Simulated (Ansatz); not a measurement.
Fields on a plane of BN (zinc blende)

```xyz
2
Lattice="0.0000 1.8120 1.8120 1.8120 0.0000 1.8120 1.8120 1.8120 0.0000" Properties=species:S:1:pos:R:3 pbc="T T T"
N      2.7181     2.7181     2.7181
B      0.0000     0.0000     0.0000
```

The slice is a {111} plane (indices of the conventional cell) through the point (0.000, 0.000, 0.000) (fractional), spanned by u = [100] and v = [-1 2 0] in vectors of this cell: u (2.56 Å) and v (4.44 Å, at 90° to u). It covers one period; positions are fractions (u, v).

Atoms on it: B at (0.00, 0.00); B at (0.50, 0.50). Other atoms lie within 1 Å of the plane.

Computed with PBE (plane waves to 420 eV, PAW, scalar-relativistic; Ansatz, an electronic-structure program). k mesh 16×16×16. Near the nuclei the fields are pseudised (PAW); where an atom keeps semicore shells as valence, they peak there. BN was relaxed with its symmetry unable to fall. The PAW data are Ansatz's earlier set.

```
|xxxx0210120xxx|
|xxxx00xxx00xxx|
|xxx00xxxxx00xx|
|00130xxxxx0300|
|44561xxxxx1555|
|888750xxx05788|
|99976300036899|
|99864000004689|
|99740xxxxx0479|
|9851xxxxxxx158|
|8740xxxxxxx047|
|6630xxxxxxx036|
|0120xxxxxxx021|
|xx00xxxxxxx00x|
|xxx00xxxxx00xx|
|xxx030000130xx|
|xxx155544561xx|
|xx05788888750x|
|00368999997630|
|00046899986400|
|xxx047999740xx|
|xxxx1589851xxx|
|xxxx0478740xxx|
|xxxx0366630xxx|
```
Scale: ten equal steps from 2.00 (start of '0') to 10.06 (end of '9'), in the order '0123456789'. Values: electrostatic potential energy of an electron, from the cell's mean, in eV. The map has 14 points along u (one character each, u = 0 at the left) and 24 along v (v = 0 in the bottom row). Points within 0.7 Å of a nucleus are blanked (x), as the pseudised field means little there. Values under 2 eV are set to 2. The zero, the cell's mean, hangs on the PAW cores.

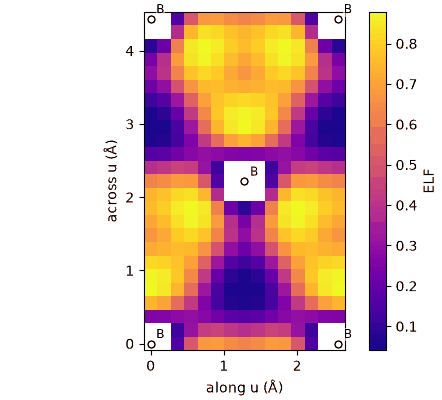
Fig. 1. Electron localisation function (ELF), one period of the plane, atoms marked. Points within 0.3 Å of a nucleus are left white, as the pseudised field means little there.
